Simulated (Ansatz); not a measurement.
# The cluster HfS₂− (doublet): inputs that go wrong

3 inputs were typed for the cluster HfS₂− (doublet). Each is run as it stands; the log then has to tell whether the result can be used.

The runs use Ansatz 0.2.0, Gaussian basis; the settings change from run to run.

1 further run of the same task is left out (set aside as unsound or not needed). Runs told in other sessions of the task aren't counted.

### 1 The relaxed structure

An earlier PBE-D4 in a triple-zeta def2 set relaxation fixed the geometry. Hf takes a core potential in def2 sets; no spin-orbit term is included.

3 atoms, charge -1, spin multiplicity 2.

Atoms are counted from 1 here; the program's logs count them from 0.

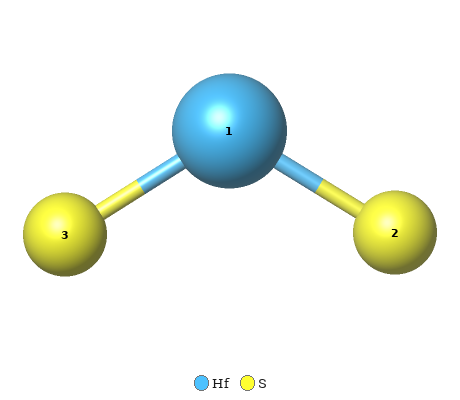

The structure; hafnium blue, sulfur yellow; atoms are numbered from 1 in the order of the file.

### 2 Input 1

Contents of in.yaml:

```yaml
crystal:
  periodic: [false, false, false]
  atoms:
    - {symbol: Hf, position_ang: [-0.225214, 0.241934, 0.732458]}
    - {symbol: S, position_ang: [-1.037097, -1.672378, -0.207237]}
    - {symbol: S, position_ang: [1.262311, 1.430444, -0.525221]}
basis:
  gaussian: {orbitals: def2-SVP, fitting: {mean_field: cc-pVTZ-jkfit}, nuclear_model: gaussian}
magnetization: {spin_polarized: true, initial_magnetization: 0}
hamiltonian: {xc: {name: SPW92}}
scf: {lower_state_search: light}
output: {forces: true}
```

The run is started by

```sh
$ ansatz run in.yaml --threads 4 --pin off --events-out ev --progress --plain --max-ram 3916MiB
```

The log of the run:

```text
Functional definition: SPW92
  name "SPW92"
  cite "Dirac, Proc. Camb. Phil. Soc. 26, 376 (1930) doi:10.1017/S0305004100016108"
  cite "Slater, Phys. Rev. 81, 385 (1951) doi:10.1103/PhysRev.81.385"
  cite "Perdew & Wang, Phys. Rev. B 45, 13244 (1992) doi:10.1103/PhysRevB.45.13244"
  exchange = slater_x
  correlation = pw_c
Error: <dir> the basis set cc-pVTZ-JKFIT has no functions for Hf
```

Run time: 0.05 s. Hardware: 4 threads of Intel Xeon at 2.80GHz, shared host.

Diagnosis: The program refused the input. The fitting set named has no entry for an element of this molecule. Cure: leave the fitting key out, or name a set that covers all elements and suits the basis. The input also asks for charge 0 and multiplicity 1, not those of the species named; set them back first.

### 3 Input 2

Contents of in.yaml:

```yaml
crystal:
  periodic: [false, false, false]
  atoms:
    - {symbol: Hf, position_ang: [-0.225214, 0.241934, 0.732458]}
    - {symbol: S, position_ang: [-1.037097, -1.672378, -0.207237]}
    - {symbol: S, position_ang: [1.262311, 1.430444, -0.525221]}
basis:
  gaussian: {orbitals: def2-SVPD}
hamiltonian: {xc: {name: M06-2X}}
scf: {lower_state_search: off}
```

The command is unchanged.

The log of the run:

```text
Error: YAML parse error: error: line 9 column 19: hamiltonian.xc: no functional is named "M06-2X"; the names, which are not case-sensitive, are SVWN5, SPW92, PBE, PBE0, PBEsol, revPBE, revPBE0, RPBE, rPW86-PBE, HSE06, wPBEh, LC-wPBE, HISS, HF, BLYP, B3LYP, B3LYP5, BHLYP, CAM-B3LYP, r2SCAN, r2SCANh, r2SCAN0, r2SCAN50, m-r2SCAN, B97, wB97, wB97X, wB97X-V, B97M-V, wB97M-V, B2PLYP, B2GP-PLYP, PBE0-DH, PBE-QIDH
  --> <input>:9:19
   |
 7 | basis:
 8 |   gaussian: {orbitals: def2-SVPD}
 9 | hamiltonian: {xc: {name: M06-2X}}
   |                   ^ hamiltonian.xc: no functional is named "M06-2X"; the names, which are not case-sensitive, are SVWN5, SPW92, PBE, PBE0, PBEsol, revPBE, revPBE0, RPBE, rPW86-PBE, HSE06, wPBEh, LC-wPBE, HISS, HF, BLYP, B3LYP, B3LYP5, BHLYP, CAM-B3LYP, r2SCAN, r2SCANh, r2SCAN0, r2SCAN50, m-r2SCAN, B97, wB97, wB97X, wB97X-V, B97M-V, wB97M-V, B2PLYP, B2GP-PLYP, PBE0-DH, PBE-QIDH
10 | scf: {lower_state_search: off}
   |
```

Wall time 0.05 s (4 threads of Intel Xeon at 2.80GHz, shared host).

**Diagnosis.** The program refused the input. The method's name isn't one that the program takes here. It also asks for charge 0 and multiplicity 1, another species or state than the molecule above. Fix: name a functional that the program knows, and set charge and spin to those of the species named.

### 4 Input 3

Contents of in.yaml:

```yaml
crystal:
  periodic: [false, false, false]
  atoms:
    - {symbol: Hf, position_ang: [-0.135128, 0.169354, 0.512720]}
    - {symbol: S, position_ang: [-0.622258, -1.170664, -0.145066]}
    - {symbol: S, position_ang: [0.757386, 0.858266, -0.315133]}
basis:
  gaussian: {orbitals: def2-TZVPD, fitting: {mean_field: def2-universal-jkfit}}
total_charge: -1
magnetization: {spin_polarized: true, initial_magnetization: 1}
hamiltonian: {xc: {name: B97}}
scf: {lower_state_search: light}
```

Launched as before.

The log of the run:

```text
Functional definition: B97
  name "B97"
  cite "Becke, J. Chem. Phys. 107, 8554 (1997) doi:10.1063/1.475007"
  parameter cx = 0.1943
  parameter cx0 = 0.8094
  parameter cx1 = 0.5073
  parameter cx2 = 0.7481
  parameter css0 = 0.1737
  parameter css1 = 2.3487
  parameter css2 = -2.4868
  parameter cos0 = 0.9454
  parameter cos1 = 0.7471
  parameter cos2 = -4.5961
  exchange = spin_sum(e_x_unif_s*poly(b97_u_x, cx0, cx1, cx2)) + cx*exact_x
  correlation = spin_sum(e_c_pw_same_spin*poly(b97_u_same, css0, css1, css2))
      + integral(e_c_pw_opposite_spin*poly(b97_u_opposite, cos0, cos1, cos2))
483 factors; integrals over basis functions are off by at most 2.4e-1 eV
mean field evaluation 1: about -22926.9256 eV, gradient 4.7e1 eV
mean field evaluation 2: about -22848.8808 eV, gradient 1.1e2 eV
mean field evaluation 4: about -22936.8601 eV, gradient 8.1e0 eV
mean field evaluation 8: about -22937.2395 eV, gradient 2.3e-1 eV
mean field evaluation 16: about -22937.2448 eV, gradient 1.6e-2 eV
mean field evaluation 32: about -22937.2448 eV, gradient 8.1e-6 eV
mean field -22937.24484394 eV, -842.9282005919 hartree, gradient 7.5e-6 eV, S^2 0.776540; 6 other end points of the search recorded, 0 dependent functions left out
reference -22937.24486602 eV, -842.9282014032 hartree; 23, 22 occupied and 112, 113 virtual orbitals, 483 factors
Total energy: -22937.24486602 eV, -842.9282014032 hartree
```

Run time: 9 s. Hardware: 4 threads of Intel Xeon at 2.80GHz, shared host.

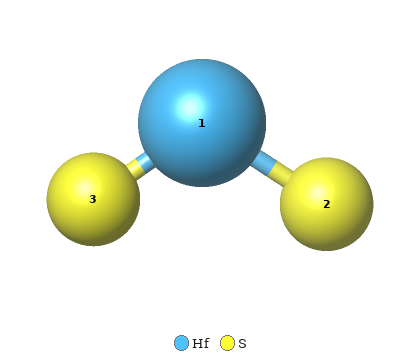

The geometry of this input.

**Diagnosis.** It ended without an error, which proves nothing about the input. The geometry is squeezed well below its size. The shortest distance is 1.40 Å (Hf1–S3), against 2.28 Å in the relaxed molecule. Its energy is no property of the relaxed molecule. To mend it, use the relaxed coordinates.

### 5 How the tries ended

```csv
input,level,ended,cause,time
1,SPW92/def2-SVP,refused,the fitting set named has no entry for an element of this molecule,0.05 s
2,M06-2X/def2-SVPD,refused,the method's name isn't one that the program takes here,0.05 s
3,B97/def2-TZVPD,converged,the geometry is squeezed well below its size,9 s
```

2 refused, 1 converged. A refusal costs next to no computing time. The dangerous case is the input that converges on a wrong geometry, charge, spin, basis or grid: often only a look at the input shows it.
